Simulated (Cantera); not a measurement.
Input: 1 mol B, 1.6 mol H₂O, 0.094 mol N₂, 0.078 mol HCl, at 0.650 bar.

Equilibrium computed with Cantera from the NASA thermochemical tables; the gas is ideal and each condensed phase is pure. Candidate condensed phases: B, BN, B₂O₃, B₃O₃H₃, H₂O, NH₄Cl; 49 gas species. The tables' values for BOCl are old estimates; treat these amounts as uncertain. Gases not in the tables: H₃BO₃. The numbers say what is thermodynamically allowed, not how fast it happens.

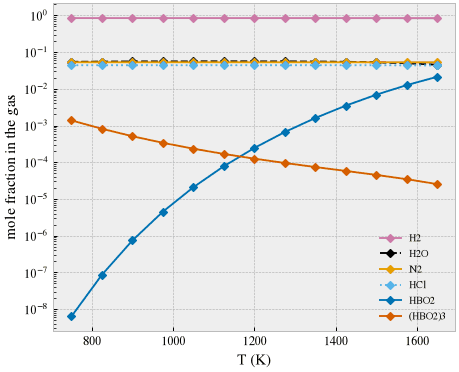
*Equilibrium gas composition (values under 1e-9 drawn at 1e-9)*

Read off the mole fractions at 1575 K.

H₂ about 0.84, N₂ about 0.053, H₂O about 0.050, HCl about 0.044, HBO₂ about 0.013, (HBO₂)₃ about 3.5e-5.
